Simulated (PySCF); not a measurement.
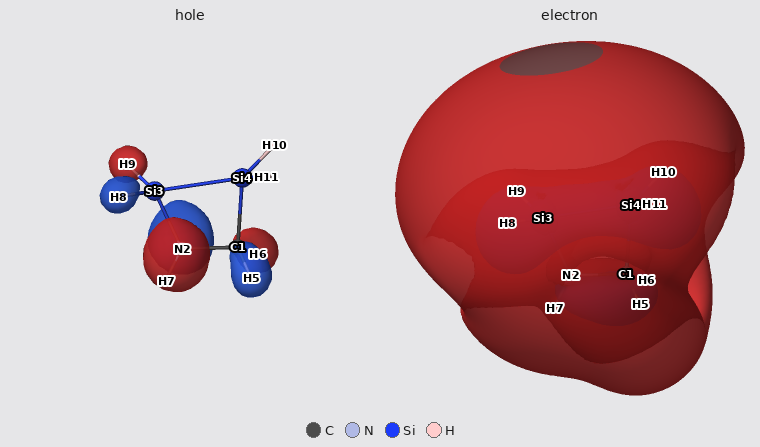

Figure 1: CH7NSi2, SMILES `C1N[SiH2][SiH2]1`. Leading natural transition orbital pair of S₃ (full linear response singlet states); the surfaces enclose about 78 % of each orbital's density.

Computed with PySCF, B3LYP/6-31+G*, geometry: GFN2-xTB. No frequency check shows the geometry to be a minimum.

Input script:

```python
import numpy as np
from pyscf import gto, scf, dft, tdscf
from pyscf.scf import atom_ks, atom_hf
from scipy.linalg import block_diag

def solve(mol, dm0=None, hcore=None):
    mf = (dft.UKS if mol.spin else dft.RKS)(mol, xc='b3lyp')
    mf.grids.level = 3
    mf = mf.density_fit(auxbasis='def2-universal-jkfit')
    mf.conv_tol, mf.max_cycle = 1e-8, 80
    if hcore is not None:
        mf.get_hcore = lambda *args: hcore
    mf.kernel(dm0)
    if not mf.converged:
        mf = mf.newton().run(mf.mo_coeff, mf.mo_occ, max_cycle=30)
    assert mf.converged, 'SCF not converged'
    return mf

mol = gto.M(atom='''
C      0.72376    -1.24634     0.00041
N     -0.72589    -1.09575     0.00022
Si    -1.16319     0.56503     0.00009
Si     1.15544     0.63223    -0.00018
H      1.06574    -1.80103     0.88046
H      1.06567    -1.80114    -0.88019
H     -1.28752    -1.93122    -0.00297
H     -1.94522     0.95852     1.18348
H     -1.94532     0.95838    -1.18328
H      1.94686     1.00152    -1.17954
H      1.94697     1.00166     1.17941
''', basis='6-31+g*', charge=0, spin=0, verbose=4)
mf = solve(mol)
td = mf.TDDFT()
td.nstates, td.singlet, td.conv_tol = 6, True, 1e-5
td.kernel()
td.analyze()
x, y = np.array([p[0] for p in td.xy]), np.array([p[1] + 0 * p[0] for p in td.xy])
f, mu = td.oscillator_strength(), td.transition_dipole()
nto = [td.get_nto(state=i + 1, verbose=4) for i in range(len(td.e))]
# spherically averaged free atoms, for the promolecule
atm = atom_ks.get_atm_nrks(mol, xc='b3lyp')
pro = block_diag(*[(atm[a[0]][2] * atm[a[0]][3]) @ atm[a[0]][2].T for a in mol._atom])
np.savez('result.npz', e=td.e, f=f, ok=td.converged, w=[n[0] for n in nto], nto=[n[1] for n in nto], x=x, y=y, c=mf.mo_coeff, occ=mf.mo_occ, eps=mf.mo_energy, pro=pro, mu=mu)
```

Command:

```sh
OMP_NUM_THREADS=1 python input.py
```

The run took 5.2 min on 1 thread of Arm Neoverse V1, with other jobs on the host, peak memory 0.62 GiB.

> Characterise the state.

5.67 eV (219 nm), f = 0.008, n → diffuse (Rydberg-like) orbital; the leading pair carries 100 %; hole on N2 (56 %), Si3 (11 %) and C1 (9 %), electron on Si3 (35 %), Si4 (29 %) and C1 (7 %) (atom shares of so diffuse an orbital are rough); their centroids lie 2.0 Å apart. In canonical orbitals it is mainly HOMO → LUMO+2 (98 %). The HOMO–LUMO gap is 5.77 eV.
